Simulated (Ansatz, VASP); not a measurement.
# Cross-check of CdF2 between VASP and Ansatz

Wanted: the spread between two codes on one cell, functional and k mesh. Other levels of theory on this material are compared in a session of their own. Valence electrons are named where the data sets of a main pair hold unlike numbers.

Calculated with Ansatz 0.2.0; plane waves, with VASP 6.6.1 beside it; band structure at LDA and band structure at r2SCAN.

### 1. The starting structure

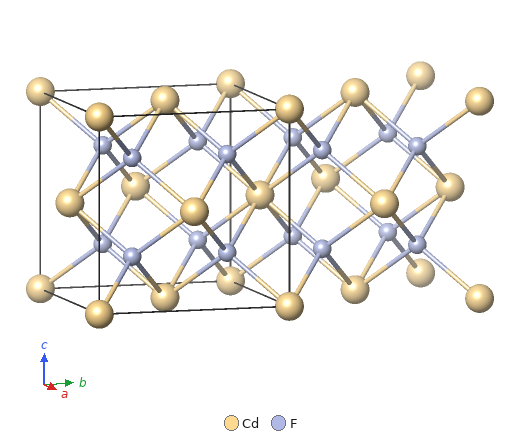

The starting structure, seen slightly off an axis (cadmium orange, fluorine light blue). 1×2×1 cells are drawn. This picture shows the conventional cell, with its axes. Some periodic images of atoms are drawn too.

As a file:

```cif
data_structure
_symmetry_space_group_name_H-M 'Fm-3m'
_symmetry_Int_Tables_number 225
_cell_length_a 5.3880
_cell_length_b 5.3880
_cell_length_c 5.3880
_cell_angle_alpha 90.000
_cell_angle_beta 90.000
_cell_angle_gamma 90.000
_cell_volume 156.42
loop_
_atom_site_label
_atom_site_type_symbol
_atom_site_symmetry_multiplicity
_atom_site_Wyckoff_symbol
_atom_site_fract_x
_atom_site_fract_y
_atom_site_fract_z
_atom_site_occupancy
Cd1 Cd 4 a 0.00000 0.00000 0.00000 1
F1 F 8 c 0.25000 0.75000 0.75000 1
```

### 2. Ansatz: band structure, LDA

Ansatz runs on its default PAW (the set named soft_2) files.

Levels along a path test the potential and the projectors away from the mesh points.

input.yaml reads:

```yaml
crystal:
  lattice:
    - [0.0, 2.694, 2.694]
    - [2.694, 0.0, 2.694]
    - [2.694, 2.694, 0.0]
  atoms:
    - { symbol: Cd, position: [0.0, 0.0, 0.0] }
    - { symbol: F, position: [0.25, 0.25, 0.25] }
    - { symbol: F, position: [0.75, 0.75, 0.75] }
hamiltonian:
  xc: lda
  pseudopotentials: { kind: paw }
kpoints:
  mp_grid: { grid: [5, 5, 5] }
  band_path:
    path:
      - [0.0, 0.0, 0.0]
      - [0.16667, 0.0, 0.16667]
      - [0.33333, 0.0, 0.33333]
      - [0.5, 0.0, 0.5]
      - [0.5, 0.08333, 0.58333]
      - [0.5, 0.18333, 0.68333]
      - [0.5, 0.25, 0.75]
      - [0.45, 0.3, 0.75]
      - [0.40833, 0.34167, 0.75]
      - [0.35, 0.35, 0.7]
      - [0.225, 0.225, 0.45]
      - [0.075, 0.075, 0.15]
      - [0.03333, 0.03333, 0.03333]
      - [0.23333, 0.23333, 0.23333]
      - [0.4, 0.4, 0.4]
      - [0.51667, 0.46667, 0.51667]
      - [0.55833, 0.38333, 0.55833]
      - [0.60833, 0.28333, 0.60833]
      - [0.60833, 0.25, 0.64167]
      - [0.55833, 0.25, 0.69167]
      - [0.51667, 0.25, 0.73333]
      - [0.5, 0.3, 0.7]
      - [0.5, 0.38333, 0.61667]
      - [0.5, 0.48333, 0.51667]
      - [0.475, 0.475, 0.55]
      - [0.425, 0.425, 0.65]
      - [0.38333, 0.38333, 0.73333]
      - [0.59167, 0.18333, 0.59167]
      - [0.55, 0.1, 0.55]
      - [0.5, 0.0, 0.5]
    npoints: 1
scf:
  occupations: { method: gaussian, width: 0.02 }
  n_extra_bands: 7
output:
  forces: true
  stress: true
  eigenvalues: true
```

On the command line:

```sh
ansatz run input.yaml --threads 2 --pin off --max-ram 4608MiB --backend cpu --events-out ev --progress --plain --runs-dir out
```

Numbers of over 12 decimals in the logs are rounded to 6 here.

What it wrote:

```text
scf.n_extra_bands = 7 over 17 filled bands (N_el = 34.0): the run solves 24 bands
Engine: ansatz 0.2.0, aarch64-unknown-linux-gnu
Pseudopotentials: kind: paw
Pseudopotential: Cd, paw, valence charge 20, recommended cutoff 420 eV (normal), Cd.paw.azcp
Pseudopotential: F, paw, valence charge 7, recommended cutoff 420 eV (normal), F.paw.azcp
Functional definition: SPW92
  exchange = slater_x
  correlation = pw_c
Crystal: 3 atoms, lattice volume = 39.104 Å³
Basis set: ecut = 420 eV, 749 PW (Γ)
Bands: 24, of which v1, the nominal top of the filled ones, is band 17 counted from 1 (16 counted from 0)
Symmetry: 48 space group operations
Space group: Fm-3m (ITA 225), of the structure as read, at distance tolerance 3.4e-5 Å
k-points: 10 of 125
Non-local potential: Cd, projectors of the file, l = 0: 3, l = 1: 2, l = 2: 2, l = 3: 1
Non-local potential: F, projectors of the file, l = 0: 2, l = 1: 2, l = 2: 1
PAW form: soft (Blöchl's): semilocal exchange-correlation on the pseudo side does not see the compensation charge
PAW frozen core: Cd, regenerated for the run's functional, and the local potential with it (the file was generated under x = pbe(κ = 0.804, μ = 0.219515), c = pbe(β = 0.066725))
PAW frozen core: F, regenerated for the run's functional, and the local potential with it (the file was generated under x = pbe(κ = 0.804, μ = 0.219515), c = pbe(β = 0.066725))
PAW one-centre angular grid: Cd, 590 points (default); XC on 64 Gauss nodes
PAW one-centre angular grid: F, 110 points (default); XC on 64 Gauss nodes
Initial density: superposition of atomic densities (neutral atoms: chi_scale 0, normalization atom), corrected by the library's trained network
Initial wavefunctions: pseudopotential atomic-orbital guess
Functional: x = slater, c = lda
SCF iter   1: F=—  HF=-9706.361707 eV  |F-HF|=—  |Δ(HF+E_count)|=         —  Δρ=2.37e-2  dr2=1.56e-1  ethr=1.77e-3  ⟨swp⟩=5.2  Hψ=1020  notcnv=0
preconditioner: auto → none  [insulator: Δε(μ)=2.611 eV  Ē_g=19.351 eV  σ=0.020 eV  W_gap=1.00  n_scr=14 (ndim 8)  ℏωp=30.3 eV  f_vac=0.125  D(μ)=0.00/eV (n_scr^D=0)  ε∞_Penn≈3.4]
SCF iter   2: F=—  HF=-9706.325254 eV  |F-HF|=—  |Δ(HF+E_count)|=   3.65e-2  Δρ=1.28e-2  dr2=3.24e-2  ethr=4.58e-4  ⟨swp⟩=2.0  Hψ=498  notcnv=0  defer=21
SCF iter   3: F=—  HF=-9706.315212 eV  |F-HF|=—  |Δ(HF+E_count)|=   1.00e-2  Δρ=2.03e-3  dr2=7.75e-4  ethr=9.54e-5  ⟨swp⟩=2.0  Hψ=392  notcnv=0  defer=22
SCF iter   4: F=—  HF=-9706.314973 eV  |F-HF|=—  |Δ(HF+E_count)|=   2.39e-4  Δρ=8.59e-4  dr2=9.23e-5  ethr=2.28e-6  ⟨swp⟩=1.2  Hψ=248  notcnv=0  defer=22
SCF iter   5: F=—  HF=-9706.314953 eV  |F-HF|=—  |Δ(HF+E_count)|=   2.07e-5  Δρ=2.85e-5  dr2=1.53e-7  ethr=2.71e-7  ⟨swp⟩=2.0  Hψ=348  notcnv=0  defer=22
SCF iter   6: F=-9706.314953 eV  HF=-9706.314953 eV  |F-HF|=4.71e-10  |Δ(HF+E_count)|=   6.95e-9  Δρ=4.09e-6  dr2=2.93e-9  ethr=2.94e-10  ⟨swp⟩=7.4  Hψ=937  notcnv=0
SCF 1 converged in 6 iterations: F = -9706.314953 eV  dr2 = 2.93e-9
  greatest PAW one-centre occupation: 1.000 electrons in one spin orbital (limit 2), on the Cd atom at site 0 (counted from 0), in its partial waves of l = 0
NSCF: frozen V_eff on 30 k-points
SCF converged after 6 iterations
Free energy (F): -9706.314953 eV
Harris-Foulkes:  -9706.314953 eV  (|F-HF|=4.71e-10)
Internal energy: -9706.314953 eV  (E = F + TS)
E sigma→0 (E₀):  -9706.314953 eV
Fermi energy:    7.364322 eV
--- Per-component energies (eV) ---
  E_band       = -492.581857
  E_kinetic    = 914.321322
  E_local      = -4235.669950  (includes V_loc(G=0)·N_el)
  E_nonlocal   = 195.885343
  E_hartree    = 1867.098426
  E_xc         = -329.684681
  E_vxc        = -420.950222  (∫ρ·V_xc dr)
  E_paw        = -4325.405898  (= ΣΔE_a)
  E_vpaw       = -680.366813  (= ΣTr[D̂ρ^β])
  E_aug_tail   = 0.004046  (compensation charges beyond the density's cutoff)
  E_ewald      = -3793.856633
  E_core_change = 0.993072  (= ΣΔE_core)
  E_smearing   = -0.000000  (= −TS)
  E_closure    = 0.000000  (closes the sum)
  Σ components = -9706.314953   (vs F -9706.314953, Δ=0.00e0)
--- Forces (eV/Å), atoms counted from 1 ---
  atom   1  Cd    -0.00000000     0.00000000    -0.00000000
  atom   2  F      0.00000000    -0.00000000     0.00000000
  atom   3  F      0.00000000    -0.00000000     0.00000000
  max |Σ_I F_I| component: 3.47e-17 eV/Å
--- Stress (GPa, compression-positive) ---
       -5.699613       0.000000       0.000000
       -0.000000      -5.699613      -0.000000
        0.000000       0.000000      -5.699613
  P = ⅓ Tr σ = -5.6996 GPa (-56.996 kbar)
--- Band table (eV; the first three rows and the last of 10) ---
  k-point 0: bands = [... 13 lower, 4.9862, 5.5245, 5.5245, 5.5245, 8.8109, 18.3132, 18.3132, 18.3132, ... 3 higher]
  k-point 1: bands = [... 13 lower, 4.7300, 5.1158, 5.5452, 5.5452, 10.1567, 16.8822, 18.8800, 18.8800, ... 3 higher]
  k-point 2: bands = [... 13 lower, 4.2054, 4.2054, 5.6053, 5.6053, 12.3862, 15.2172, 19.9390, 19.9390, ... 3 higher]
  k-point 9: bands = [... 13 lower, 4.0055, 4.8314, 5.4235, 5.9173, 13.4497, 16.0574, 18.1678, 18.4318, ... 3 higher]
```

Run time: 1.4 s. Hardware: 2 threads of Arm Neoverse N1, shared host; peak memory 0.25 GiB; 2.3 s of CPU time.

### 3. VASP: band structure, LDA

The same cell, functional (in two slightly different forms), mesh and smearing now go to VASP, with its own data sets.

Lines of VASP's logs that name or quote its potential files are left out, and so is its time.

INCAR reads:

```
SYSTEM = CdF2
PREC = Accurate
ENCUT = 520
EDIFF = 1E-06
NELM = 100
ISMEAR = 0
SIGMA = 0.02
LREAL = .FALSE.
ALGO = Normal
GGA = CA
NBANDS = 26
LORBIT = 11
LWAVE = .FALSE.
LCHARG = .FALSE.
KPAR = 4
```

POSCAR reads:

```
CdF2
1.0
    0.0000000000      2.6940000000      2.6940000000
    2.6940000000      0.0000000000      2.6940000000
    2.6940000000      2.6940000000      0.0000000000
Cd F
1 2
Direct
    0.0000000000      0.0000000000      0.0000000000
    0.2500000000      0.2500000000      0.2500000000
    0.7500000000      0.7500000000      0.7500000000
```

KPOINTS reads:

```
Automatic mesh
0
Gamma
5 5 5
0 0 0
```

KPOINTS_OPT reads:

```
Line mode
16
Line-mode
Reciprocal
  0.00000000   0.00000000   0.00000000 GAMMA
  0.50000000   0.00000000   0.50000000 X

  0.50000000   0.00000000   0.50000000 X
  0.50000000   0.25000000   0.75000000 W

  0.50000000   0.25000000   0.75000000 W
  0.37500000   0.37500000   0.75000000 K

  0.37500000   0.37500000   0.75000000 K
  0.00000000   0.00000000   0.00000000 GAMMA

  0.00000000   0.00000000   0.00000000 GAMMA
  0.50000000   0.50000000   0.50000000 L

  0.50000000   0.50000000   0.50000000 L
  0.62500000   0.25000000   0.62500000 U

  0.62500000   0.25000000   0.62500000 U
  0.50000000   0.25000000   0.75000000 W

  0.50000000   0.25000000   0.75000000 W
  0.50000000   0.50000000   0.50000000 L

  0.50000000   0.50000000   0.50000000 L
  0.37500000   0.37500000   0.75000000 K

  0.62500000   0.25000000   0.62500000 U
  0.50000000   0.00000000   0.50000000 X
```

PAW data sets: Cd and F (PBE family, release 64).

On the command line:

```sh
mpirun -np 4 vasp_std
```

What it wrote:

```text
[banner, memory and clock lines left out]
running    4 mpi-ranks, on    1 nodes
 distrk:  each k-point on    1 cores,    4 groups
 distr:  one band on    1 cores,    1 groups

 POSCAR found type information on POSCAR CdF
 POSCAR found :  2 types and       3 ions
|                                                                             |
|               ----> ADVICE to this user running VASP <----                  |
|                                                                             |
|     You enforced a specific xc type in the INCAR file but a different       |
|     [... a line on the potential file left out ...]
|     I HOPE YOU KNOW WHAT YOU ARE DOING!                                     |
|                                                                             |

 LDA part: xc-table for (Slater(with rela. corr.)+CA(PZ))
 , standard interpolation
 POSCAR, INCAR and KPOINTS ok, starting setup
 FFT: planning ... GRIDC
 FFT: planning ... GRID_SOFT
 FFT: planning ... GRID
 WAVECAR not read
 entering main loop
       N       E                     dE             d eps       ncg     rms          rms(c)
DAV:   1     0.187225750759E+03    0.18723E+03   -0.14917E+04   560   0.101E+03
DAV:   2    -0.657968746589E+01   -0.19381E+03   -0.18268E+03   606   0.286E+02
DAV:   3    -0.141841748746E+02   -0.76045E+01   -0.75798E+01   572   0.590E+01
DAV:   4    -0.142145532687E+02   -0.30378E-01   -0.30376E-01   572   0.382E+00
DAV:   5    -0.142146553907E+02   -0.10212E-03   -0.10212E-03   548   0.195E-01    0.888E+00
DAV:   6    -0.128347559724E+02    0.13799E+01   -0.18868E+00   596   0.266E+01    0.724E+00
DAV:   7    -0.128442392797E+02   -0.94833E-02   -0.62735E-01   554   0.535E+00    0.420E+00
DAV:   8    -0.128178965684E+02    0.26343E-01   -0.13412E-01   558   0.269E+00    0.697E-01
DAV:   9    -0.128079776010E+02    0.99190E-02   -0.22936E-02   614   0.171E+00    0.112E-01
DAV:  10    -0.128082259470E+02   -0.24835E-03   -0.27502E-03   538   0.400E-01    0.845E-02
DAV:  11    -0.128082560826E+02   -0.30136E-04   -0.84562E-05   578   0.803E-02    0.336E-02
DAV:  12    -0.128082529237E+02    0.31589E-05   -0.31604E-05   546   0.464E-02    0.162E-02
DAV:  13    -0.128082532273E+02   -0.30364E-06   -0.16897E-06   528   0.147E-02
   1 F= -.12808253E+02 E0= -.12808253E+02  d E =-.108015E-46
 Start KPOINTS_OPT (optional k-point list driver)
k-point batch [1-10\160]
       N       E                     dE             ncg
DAV:   1     0.214844230887E+03   -0.22627E+04      536
DAV:   2    -0.177741129129E+04   -0.19923E+04      630
DAV:   3    -0.186384381400E+04   -0.86433E+02      546
DAV:   4    -0.186421718851E+04   -0.37337E+00      526
DAV:   5    -0.186421839245E+04   -0.12039E-02      530
DAV:   6    -0.186421839865E+04   -0.62018E-05      522
DAV:   7    -0.186421839869E+04   -0.38902E-07      368
[...]
k-point batch [151-160\160]
       N       E                     dE             ncg
DAV:   1     0.940979895541E+02   -0.99846E+04      552
DAV:   2    -0.182573996078E+04   -0.19198E+04      570
DAV:   3    -0.190088790595E+04   -0.75148E+02      670
DAV:   4    -0.190119031707E+04   -0.30241E+00      624
DAV:   5    -0.190119126362E+04   -0.94655E-03      660
DAV:   6    -0.190119126811E+04   -0.44924E-05      600
DAV:   7    -0.190119126815E+04   -0.33457E-07      502
```

Parts of OUTCAR (step 3):

```text
ion  position               nearest neighbor table
   1  0.000  0.000  0.000-   3 2.33   3 2.33   3 2.33   2 2.33   3 2.33   2 2.33   2 2.33   2 2.33

  LATTYP: Found a face centered cubic cell.
 ALAT       =     5.3880000000

 Subroutine GETGRP returns: Found 48 space group operations
 (whereof 48 operations were pure point group operations)

The static configuration has the point symmetry O_h .

 Found     10 irreducible k-points:

   k-points           NKPTS =     10   k-points in BZ     NKDIM =     10   number of bands    NBANDS=     26

   dimension x,y,z NGX =    28 NGY =   28 NGZ =   28
   dimension x,y,z NGXF=    56 NGYF=   56 NGZF=   56

   ENCUT  =  520.0 eV  38.22 Ry    6.18 a.u.   7.08  7.08  7.08*2*pi/ulx,y,z

   NELECT =      26.0000    total number of electrons

 k-points in reciprocal lattice and weights: Automatic mesh
   0.00000000  0.00000000  0.00000000       0.008
   0.20000000  0.00000000  0.00000000       0.064
   0.40000000  0.00000000  0.00000000       0.064
   0.20000000  0.20000000  0.00000000       0.048
   0.40000000  0.20000000  0.00000000       0.192
  -0.40000000  0.20000000  0.00000000       0.192
  -0.20000000  0.20000000  0.00000000       0.096
   0.40000000  0.40000000  0.00000000       0.048
  -0.40000000  0.40000000  0.00000000       0.096
  -0.40000000  0.40000000  0.20000000       0.192

 average (electrostatic) potential at core
       1 -39.0594       2 -77.8317       3 -77.8317

 E-fermi :  -1.6158

 k-point     1 :       0.0000    0.0000    0.0000
  band No.  band energies     occupation
    ...
      9      -2.7476      2.00000
     10      -2.7476      2.00000
     11      -2.2078      2.00000
     12      -2.2078      2.00000
     13      -2.2078      2.00000
     14       1.0603      0.00000
     15      10.5719      0.00000
     16      10.5719      0.00000
     17      10.5719      0.00000
     18      15.3884      0.00000
    ...

 k-point     2 :       0.2000    0.0000    0.0000
  band No.  band energies     occupation
    ...
      9      -3.0060      2.00000
     10      -3.0060      2.00000
     11      -2.6167      2.00000
     12      -2.1866      2.00000
     13      -2.1866      2.00000
     14       2.4111      0.00000
     15       9.1465      0.00000
     16      11.1374      0.00000
     17      11.1374      0.00000
     18      16.9807      0.00000
    ...

 k-point     3 :       0.4000    0.0000    0.0000
  band No.  band energies     occupation
    ...
      9      -3.7667      2.00000
     10      -3.5333      2.00000
     11      -3.5333      2.00000
     12      -2.1277      2.00000
     13      -2.1277      2.00000
     14       4.6499      0.00000
     15       7.4802      0.00000
     16      12.1947      0.00000
     17      12.1947      0.00000
     18      16.1760      0.00000
    ...

  Total       -1.1593444     -1.1593444     -1.1593444      0.0000000     -0.0000000      0.0000000
  in kB      -47.5007317    -47.5007317    -47.5007317      0.0000000     -0.0000000      0.0000000
  external PRESSURE =     -47.5007317 kB  Pullay stress =       0.0000000 kB

  energy-cutoff  :      520.00
  volume of cell :       39.10
      direct lattice vectors                 reciprocal lattice vectors
     0.000000000  2.694000000  2.694000000    -0.185597624  0.185597624  0.185597624
     2.694000000  0.000000000  2.694000000     0.185597624 -0.185597624  0.185597624
     2.694000000  2.694000000  0.000000000     0.185597624  0.185597624 -0.185597624

 POSITION                                       TOTAL-FORCE (eV/Angst)
 -----------------------------------------------------------------------------------
      0.00000      0.00000      0.00000         0.000000      0.000000     -0.000000
      1.34700      1.34700      1.34700         0.000000      0.000000     -0.000000
      4.04100      4.04100      4.04100        -0.000000     -0.000000      0.000000
 -----------------------------------------------------------------------------------
    total drift:                                0.000000      0.000000      0.000000

  FREE ENERGIE OF THE ION-ELECTRON SYSTEM (eV)
  ---------------------------------------------------
  free  energy   TOTEN  =       -12.8082532273 eV

  energy  without entropy=      -12.8082532273  energy(sigma->0) =      -12.80825323

 total charge
# of ion       s       p       d       tot
------------------------------------------
    1        0.241   0.205   9.682  10.128
    2        1.730   4.308   0.000   6.039
    3        1.730   4.308   0.000   6.039
--------------------------------------------------
tot          3.701   8.822   9.682  22.205

[... 3 further parts left out ...]
```

The PAW data sets were made with PBE, though LDA sets exist; pressures can shift by 1 GPa and more with it. At this level the cell is under a tension of 4.8 GPa, so at these settings it is away from equilibrium.

### 4. Differences

Known differences besides the potentials themselves: the two LDA forms differ slightly; the data sets hold 34 valence electrons in Ansatz (on its default PAW (the set named soft_2) files) and 26 in VASP; the cutoff is 420 eV in Ansatz and 520 eV in VASP; Ansatz makes its cores anew for this functional, VASP keeps those of its PBE data sets; VASP's log shows a relativistic correction to its local exchange, Ansatz's none. Total energies have different zeros and are not compared.

Both answers:

```tsv
quantity	Ansatz	VASP	difference
pressure (GPa)	-5.70	-4.75	-0.95
pressure without Ansatz's Pulay correction (GPa)	-6.61	-4.75	-1.86
gap over the path points (eV)	2.811	2.796	+0.014
```

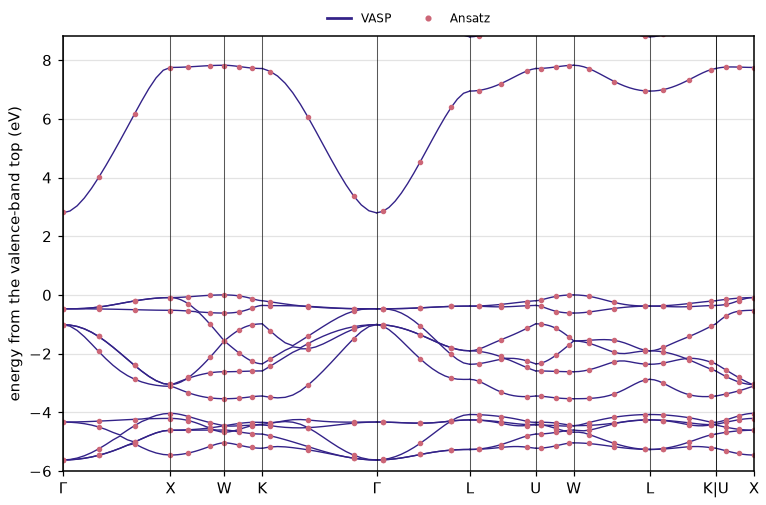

Bands from VASP (lines) and levels from Ansatz (dots). Dots without a line are higher empty bands that the VASP plot leaves out.

Levels at points of the path, from each program's valence-band top (eV; 4 filled, then empty):

```tsv
k (reciprocal lattice)	Ansatz	VASP
0.000 0.000 0.000	-1.01 -0.48 -0.48 -0.48 2.81 12.31	-1.01 -0.47 -0.47 -0.47 2.80 12.31
0.167 0.000 0.167	-1.42 -0.48 -0.42 -0.42 4.01 11.02	-1.42 -0.48 -0.41 -0.41 4.00 11.01
0.333 0.000 0.333	-2.40 -0.51 -0.21 -0.21 6.17 9.72	-2.40 -0.50 -0.20 -0.20 6.17 9.70
0.500 0.000 0.500	-3.04 -0.53 -0.09 -0.09 7.74 9.37	-3.06 -0.52 -0.09 -0.09 7.75 9.34
0.500 0.083 0.583	-2.81 -0.56 -0.31 -0.07 7.76 9.64	-2.81 -0.55 -0.31 -0.07 7.77 9.61
0.500 0.183 0.683	-2.12 -0.99 -0.61 -0.01 7.80 10.56	-2.13 -1.00 -0.60 -0.01 7.81 10.54
0.500 0.250 0.750	-1.56 -1.56 -0.63 0.00 7.81 11.07	-1.57 -1.57 -0.62 0.00 7.83 11.07
0.450 0.300 0.750	-1.99 -1.18 -0.58 -0.04 7.77 10.82	-1.99 -1.19 -0.58 -0.04 7.78 10.79
0.408 0.342 0.750	-2.26 -1.02 -0.45 -0.13 7.72 10.53	-2.26 -1.02 -0.45 -0.13 7.73 10.50
0.350 0.350 0.700	-2.19 -1.22 -0.37 -0.24 7.61 10.46	-2.19 -1.22 -0.36 -0.23 7.62 10.46
```

Among the levels compared at these points, filled levels agree within 10 meV and empty ones within 31 meV. Ansatz's pressure holds a Pulay correction of 0.91 GPa; VASP's holds none.

(Continued in part 2 of 2.)

[Lines on the potential files, build, host, timing and source positions are cut from VASP's logs without a mark.]

[Logs are printed without paths, hosts, clocks, repeated set-up lines and the standing remarks that a program may print on its own settings, such as how far it seeks lower states.]

[Hosts, paths, dates, database ids (printed as entryN), source tags and the programs' standing remarks are cut or masked in the printed files.]
